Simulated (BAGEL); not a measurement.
# CH4BClS (SMILES CSBCl) at 4 levels

Aim: a comparison of 4 runs (B3LYP/6-31G*, B3LYP/cc-pVDZ, PBE0/cc-pVDZ, RI-MP2/cc-pVDZ) of CH4BClS. 

Program for the calculation: BAGEL 1.2.2.

## 1. Starting point

CH4BClS: 8 atoms, total charge 0, spin state singlet. SMILES: `CSBCl`. Geometry: relaxed at PBE0-D4/def2-TZVP. This is one conformer, not always the lowest.

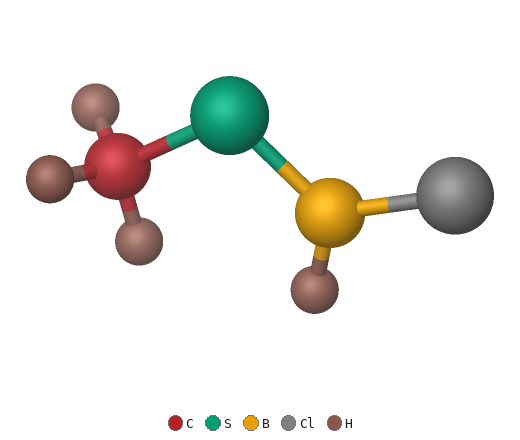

Viewed from a chosen angle; carbon red, sulfur teal, boron amber, chlorine grey, hydrogen brown.

## 2. The energy at B3LYP/6-31G(d) (density fitting with qzvpp-jkfit, spherical functions) (run 1)

Input file calc.json:

```json
{ "bagel" : [

{
  "title" : "molecule",
  "basis" : "6-31gs.json",
  "df_basis" : "qzvpp-jkfit",
  "angstrom" : true,
  "geometry" : [
    { "atom" : "C", "xyz" : [      -0.471000,       1.184200,       0.216300 ] },
    { "atom" : "S", "xyz" : [       0.979400,       0.341100,      -0.461900 ] },
    { "atom" : "B", "xyz" : [       0.578900,      -1.367600,      -0.269600 ] },
    { "atom" : "Cl", "xyz" : [       1.728300,      -2.572200,      -0.805600 ] },
    { "atom" : "H", "xyz" : [      -1.201900,       0.455300,       0.560900 ] },
    { "atom" : "H", "xyz" : [      -0.157800,       1.812600,       1.049100 ] },
    { "atom" : "H", "xyz" : [      -0.912200,       1.808700,      -0.559500 ] },
    { "atom" : "H", "xyz" : [      -0.451500,      -1.719100,       0.214500 ] }
  ]
},

{
  "title" : "ks",
  "xc_func" : "b3lyp"
},

{
  "title" : "print",
  "file" : "orbitals.molden",
  "orbitals" : true
}

]}
```

The basis set 6-31G* is read from a file made from the Basis Set Exchange's data (not shown).

The run is started by

```
$ BAGEL_NUM_THREADS=1 BAGEL calc.json > calc.out
```

The program printed:

```text
* using 1 threads per process

  ===============================================================
  ===============================================================

  *** Geometry ***

  { "atom" : "C", "xyz" : [     -0.890061,      2.237814,      0.408748 ] },
  { "atom" : "S", "xyz" : [      1.850798,      0.644586,     -0.872864 ] },
  { "atom" : "B", "xyz" : [      1.093962,     -2.584389,     -0.509470 ] },
  { "atom" : "Cl", "xyz" : [      3.266014,     -4.860754,     -1.522363 ] },
  { "atom" : "H", "xyz" : [     -2.271262,      0.860392,      1.059947 ] },
  { "atom" : "H", "xyz" : [     -0.298199,      3.425318,      1.982512 ] },
  { "atom" : "H", "xyz" : [     -1.723808,      3.417948,     -1.057302 ] },
  { "atom" : "H", "xyz" : [     -0.853211,     -3.248628,      0.405346 ] },

  Number of auxiliary basis functions:      478

  Since a DF basis is specified, we compute 2- and 3-index integrals:
    o Being stored without compression. Storage requirement is 0.020 GB

  Number of basis functions:       72
  Number of electrons      :       48

    * METHOD: MOLECULE                             0.19

  *** Kohn-Sham DFT ***

    * Removing 14195 points whose weight is below 1.00e-10
    * Grid points: 105053

  === Nuclear Repulsion ===
   181.9136159432

       - DIIS with orbital gradients will be used.

  === KS iteration (b3lyp / 6-31gs.json) ===
      0       -890.86402471          0.10924958           0.23
      1       -860.41800106          0.15247124           0.22
      2       -855.84168705          0.14439762           0.22
      3       -874.01823180          0.17852150           0.23
      4       -922.75616227          0.04039314           0.22
      5       -923.25142561          0.03145262           0.23
      6       -923.79437923          0.00626892           0.23
      7       -923.80279780          0.00416093           0.22
      8       -923.80980308          0.00117283           0.22
      9       -923.81051605          0.00024424           0.22
     10       -923.81055019          0.00003247           0.22
     11       -923.81055022          0.00002922           0.22
     12       -923.81055074          0.00000349           0.22
     13       -923.81055075          0.00000073           0.22
     14       -923.81055075          0.00000021           0.23
     15       -923.81055075          0.00000014           0.23
     16       -923.81055075          0.00000003           0.22
     17       -923.81055075          0.00000000           0.22
    * SCF iteration converged.

    * Permanent dipole moment:
           (    0.732093,    -0.665468,    -0.341734) a.u.

    * METHOD: KS                                   4.42

    * METHOD: PRINT                                0.01

  ===============================================================
```

Wall time 4.8 s (1 thread of Arm Neoverse V2, shared host); peak memory 0.39 GiB.

## 3. A single-point energy at B3LYP/cc-pVDZ (density fitting with qzvpp-jkfit) (run 2)

Input file input.json:

```json
{ "bagel" : [

{
  "title" : "molecule",
  "basis" : "cc-pvdz.json",
  "df_basis" : "qzvpp-jkfit",
  "angstrom" : true,
  "geometry" : [
    { "atom" : "C", "xyz" : [      -0.471000,       1.184200,       0.216300 ] },
    { "atom" : "S", "xyz" : [       0.979400,       0.341100,      -0.461900 ] },
    { "atom" : "B", "xyz" : [       0.578900,      -1.367600,      -0.269600 ] },
    { "atom" : "Cl", "xyz" : [       1.728300,      -2.572200,      -0.805600 ] },
    { "atom" : "H", "xyz" : [      -1.201900,       0.455300,       0.560900 ] },
    { "atom" : "H", "xyz" : [      -0.157800,       1.812600,       1.049100 ] },
    { "atom" : "H", "xyz" : [      -0.912200,       1.808700,      -0.559500 ] },
    { "atom" : "H", "xyz" : [      -0.451500,      -1.719100,       0.214500 ] }
  ]
},

{
  "title" : "ks",
  "xc_func" : "b3lyp"
},

{
  "title" : "print",
  "file" : "orbitals.molden",
  "orbitals" : true
}

]}
```

The basis set cc-pVDZ is read from a file made from the Basis Set Exchange's data (not shown).

The run is started by

```
$ BAGEL_NUM_THREADS=1 BAGEL input.json > input.out
```

The program printed:

```text
* using 1 threads per process

  ===============================================================
  ===============================================================

  *** Geometry ***

  { "atom" : "C", "xyz" : [     -0.890061,      2.237814,      0.408748 ] },
  { "atom" : "S", "xyz" : [      1.850798,      0.644586,     -0.872864 ] },
  { "atom" : "B", "xyz" : [      1.093962,     -2.584389,     -0.509470 ] },
  { "atom" : "Cl", "xyz" : [      3.266014,     -4.860754,     -1.522363 ] },
  { "atom" : "H", "xyz" : [     -2.271262,      0.860392,      1.059947 ] },
  { "atom" : "H", "xyz" : [     -0.298199,      3.425318,      1.982512 ] },
  { "atom" : "H", "xyz" : [     -1.723808,      3.417948,     -1.057302 ] },
  { "atom" : "H", "xyz" : [     -0.853211,     -3.248628,      0.405346 ] },

  Number of auxiliary basis functions:      478

  Since a DF basis is specified, we compute 2- and 3-index integrals:
    o Being stored without compression. Storage requirement is 0.027 GB

  Number of basis functions:       84
  Number of electrons      :       48

    * METHOD: MOLECULE                             0.19

  *** Kohn-Sham DFT ***

    * Removing 14195 points whose weight is below 1.00e-10
    * Grid points: 105053

  === Nuclear Repulsion ===
   181.9136159432

       - DIIS with orbital gradients will be used.

  === KS iteration (b3lyp / cc-pvdz.json) ===
      0       -894.93615357          0.10357866           0.29
      1       -860.50026314          0.16433982           0.27
      2       -861.00594206          0.11304074           0.27
      3       -883.43820150          0.13799465           0.27
      4       -917.39680119          0.07845443           0.27
      5       -923.25964319          0.02970569           0.27
      6       -923.81498681          0.00921418           0.27
      7       -923.85044221          0.00367439           0.27
      8       -923.85575988          0.00184013           0.27
      9       -923.85778192          0.00032139           0.27
     10       -923.85786676          0.00008665           0.27
     11       -923.85787332          0.00003523           0.27
     12       -923.85787434          0.00000457           0.26
     13       -923.85787435          0.00000114           0.26
     14       -923.85787435          0.00000029           0.26
     15       -923.85787435          0.00000007           0.26
     16       -923.85787435          0.00000006           0.27
     17       -923.85787435          0.00000001           0.27
    * SCF iteration converged.

    * Permanent dipole moment:
           (    0.638200,    -0.640546,    -0.297724) a.u.

    * METHOD: KS                                   5.30

    * METHOD: PRINT                                0.01

  ===============================================================
```

Wall time 5.7 s (1 thread of Arm Neoverse V2, shared host); peak memory 0.43 GiB.

Run 3 isn't shown in full; the table further down has it.

## 4. A single-point energy at RI-MP2/cc-pVDZ (density fitting with qzvpp-jkfit) (run 4)

Input file input.json:

```json
{ "bagel": [

{
  "title": "molecule",
  "basis": "cc-pvdz.json",
  "df_basis": "qzvpp-jkfit",
  "angstrom": true,
  "geometry": [
    { "atom": "C", "xyz": [      -0.471000,       1.184200,       0.216300 ] },
    { "atom": "S", "xyz": [       0.979400,       0.341100,      -0.461900 ] },
    { "atom": "B", "xyz": [       0.578900,      -1.367600,      -0.269600 ] },
    { "atom": "Cl", "xyz": [       1.728300,      -2.572200,      -0.805600 ] },
    { "atom": "H", "xyz": [      -1.201900,       0.455300,       0.560900 ] },
    { "atom": "H", "xyz": [      -0.157800,       1.812600,       1.049100 ] },
    { "atom": "H", "xyz": [      -0.912200,       1.808700,      -0.559500 ] },
    { "atom": "H", "xyz": [      -0.451500,      -1.719100,       0.214500 ] }
  ]
},

{ "title": "hf" },

{ "title": "mp2", "ncore": 12 }

]}
```

The basis set cc-pVDZ is read from a file made from the Basis Set Exchange's data (not shown).

The run is started by

```
$ BAGEL_NUM_THREADS=1 BAGEL input.json > input.out
```

The program printed:

```text
* using 1 threads per process

  ===============================================================
  ===============================================================

  *** Geometry ***

  { "atom" : "C", "xyz" : [     -0.890061,      2.237814,      0.408748 ] },
  { "atom" : "S", "xyz" : [      1.850798,      0.644586,     -0.872864 ] },
  { "atom" : "B", "xyz" : [      1.093962,     -2.584389,     -0.509470 ] },
  { "atom" : "Cl", "xyz" : [      3.266014,     -4.860754,     -1.522363 ] },
  { "atom" : "H", "xyz" : [     -2.271262,      0.860392,      1.059947 ] },
  { "atom" : "H", "xyz" : [     -0.298199,      3.425318,      1.982512 ] },
  { "atom" : "H", "xyz" : [     -1.723808,      3.417948,     -1.057302 ] },
  { "atom" : "H", "xyz" : [     -0.853211,     -3.248628,      0.405346 ] },

  Number of auxiliary basis functions:      478

  Since a DF basis is specified, we compute 2- and 3-index integrals:
    o Being stored without compression. Storage requirement is 0.027 GB

  Number of basis functions:       84
  Number of electrons      :       48

    * METHOD: MOLECULE                             0.19

  *** RHF ***

  === Nuclear Repulsion ===
   181.9136159432

      * DIIS with orbital gradients will be used.

  === RHF iteration (cc-pvdz.json) ===
      0       -921.89985944          0.00957912           0.05
      1       -921.97497616          0.00345698           0.05
      2       -921.98334890          0.00129338           0.05
      3       -921.98455787          0.00020949           0.05
      4       -921.98459203          0.00005572           0.05
      5       -921.98459671          0.00001854           0.05
      6       -921.98459721          0.00000695           0.05
      7       -921.98459729          0.00000243           0.05
      8       -921.98459730          0.00000065           0.05
      9       -921.98459730          0.00000024           0.05
     10       -921.98459730          0.00000008           0.05
     11       -921.98459730          0.00000003           0.05
     12       -921.98459730          0.00000001           0.05
     13       -921.98459730          0.00000000           0.05
    * SCF iteration converged.

    * Permanent dipole moment:
           (    0.804248,    -0.601137,    -0.375726) a.u.

    * METHOD: HF                                   0.87

  *** RHF ***

  === Nuclear Repulsion ===
   181.9136159432

      * DIIS with orbital gradients will be used.

  === RHF iteration (cc-pvdz.json) ===
      0       -921.98459730          0.00000000           0.05
    * SCF iteration converged.

    * Permanent dipole moment:
           (    0.804249,    -0.601137,    -0.375726) a.u.

  === DF-MP2 calculation ===

    * freezing 12 orbitals
    * 3-index integral transformation done
    * assembly done

      MP2 correlation energy:   -0.4972858790      0.03

      MP2 total energy:       -922.4818831815

    * METHOD: MP2                                  0.14

  ===============================================================
```

Wall time 1.3 s (1 thread of Arm Neoverse V2, shared host).

## 5. Overview of the runs

```tsv
run	level	frozen core orbitals	energy (Eh)	dipole moment (D)	HOMO energy (eV)	LUMO energy (eV)	wall time
1	B3LYP/6-31G* (density fitting with qzvpp-jkfit, spherical functions)	–	-923.810551	2.66	-7.39	-1.00	4.8 s
2	B3LYP/cc-pVDZ (density fitting with qzvpp-jkfit)	–	-923.857874	2.42	-7.36	-1.03	5.7 s
3	PBE0/cc-pVDZ (density fitting with qzvpp-jkfit)	–	-923.450169	2.51	-7.66	-0.90	5.7 s
4	RI-MP2/cc-pVDZ (density fitting with qzvpp-jkfit)	12	-922.481883	–	–	–	1.3 s
```

## 6. What came out

```
                                           quantity          value
                                run 4: total energy  -922.48188 Eh
run 4: correlation energy (12 core orbitals frozen)     -497.3 mEh
```

What this shows: Over runs 1, 2, 3 the dipole moment (its size) runs from 2.42 D (B3LYP/cc-pVDZ) to 2.66 D (B3LYP/6-31G*). Over runs 1, 2, 3 the HOMO–LUMO gap runs from 6.34 eV (B3LYP/cc-pVDZ) to 6.76 eV (PBE0/cc-pVDZ). Totals of different functionals can't be ranked against each other. All runs together took 18 s, the longest 5.7 s.
